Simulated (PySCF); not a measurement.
## Frequency calculation, with input and output: SiH

- system: SiH, multiplicity 2
- method: UKS-based B3LYP, Si def2-SVP, H def2-SVP; non-relativistic Hamiltonian; density fitting (PySCF 2.14.0)

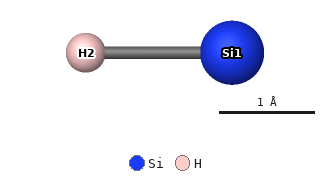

**Figure 1.** The structure as given in the input (ball-and-stick view, seen on its broad side; atoms are numbered from 1 in the order of the input).

Key numbers:

| quantity | value |
| --- | --- |
| outcome | converged |
| total energy | −289.912801 hartree |
| ⟨S²⟩ | 0.754 |
| zero-point energy | 0.004561 hartree |
| dipole moment | 0.19 D |
| wavenumbers, lowest and highest | 2002 cm⁻¹ |
| hardware | 1 thread of Intel Xeon (Granite Rapids), 192 GiB of memory available, shared host |
| wall time | 2.7 s |
| peak memory | 0.34 GiB |

Notes:

Checks after the run noted: the SCF density has lower symmetry than the nuclear frame.

The input:
```python
from pyscf import gto, scf, dft
mol = gto.M(atom='''
Si     0.000000    -0.000000    -0.053567
H      0.000000     0.000000     1.487015''',
    basis={'Si': 'def2-SVP', 'H': 'def2-SVP'},
    charge=0, spin=1)
mf = dft.UKS(mol, xc='B3LYP')
mf.grids.atom_grid = (75, 302)
aux = {'Si': 'def2-universal-JKFIT', 'H': 'def2-universal-JKFIT'}
mf = mf.density_fit(auxbasis=aux)
mf.conv_tol = 1e-09
mf.diis_space = 10
mf.max_cycle = 60
mf.verbose = 4
mf.kernel()
```

The script is an equivalent of the set-up of the self-consistent field. The run itself was carried out by a driver, which started from the orbitals of the step before it where there was one and computed the further properties.

Launch command:
```bash
OMP_NUM_THREADS=1 python axn.py task.json out
```

What the program printed:
```
init E= -289.912801319092
  alpha nocc = 8  HOMO = -0.18836577577573  LUMO = -0.0786735925969402
  beta  nocc = 7  HOMO = -0.266318134009752  LUMO = -0.111830057491349
  HOMO = -0.188365775776  LUMO = -0.111830057491  gap/eV = 2.08264
cycle= 1 E= -289.912801319092  delta_E= 1.71e-13  |g|= 8.77e-08  |ddm|= 7.79e-07
  alpha nocc = 8  HOMO = -0.188365726083161  LUMO = -0.0786735439334576
  beta  nocc = 7  HOMO = -0.266318084901598  LUMO = -0.111830006987875
  HOMO = -0.188365726083  LUMO = -0.111830006988  gap/eV = 2.08264
Extra cycle  E= -289.912801319092  delta_E= 1.14e-13  |g|= 4.03e-08  |ddm|= 3.51e-07
converged SCF energy = -289.912801319092  <S^2> = 0.75355793  2S+1 = 2.0035548
```

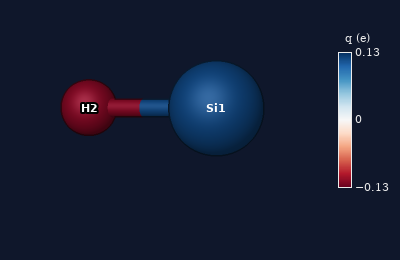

**Figure 2.** Mulliken charges, as the colour of each atom (ball-and-stick view, seen at a tilt; atoms are numbered from 1 in the order of the input). By element: Si +0.12 and H −0.12 e.
